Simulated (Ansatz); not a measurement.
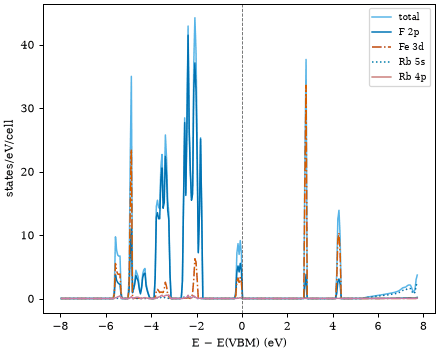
Figure: Total and projected density of states of Rb3FeF6 in space group Fm-3m (No. 225; Rb on 8c, Rb on 4b, Fe on 4a, F on 24e), plane-wave PAW r²SCAN (Ansatz code)

**Question.** Which orbitals carry the states next to the gap?

**Answer.** Top 1 eV of the valence band: F 2p 60 %, Fe 3d 37 %. Bottom 1 eV of the conduction band: Fe 3d 89 %, F 2p 10 %. Projections are on Löwdin-orthogonalised atomic valence shells; empty p or d shells of many metals are not among them.

**Question.** Where is the tallest occupied peak in this window, and what makes it?

**Answer.** Near -2.1 eV, about 44 states/eV per cell; the largest projected share is F 2p.

The workflow started from a Materials Project entry (that database holds measured and hypothetical structures alike); the Crystallography Open Database copy checked does not list it. Whether it is the stable phase at ambient conditions was not checked. The cell was relaxed with r²SCAN under the symmetry of its start; its stability against distortions is not shown here. Spin order of the final state: ferromagnetic, chosen from 3 collinear starts compared on coarse meshes (ties went to the first, and starts can fall back to one state), not a proven ground state. Other orbital occupations within this spin state were not tried. No Hubbard U is applied. Spin–orbit coupling is left out wherever it is not named.

Potentials: the later of the program's two PAW sets.
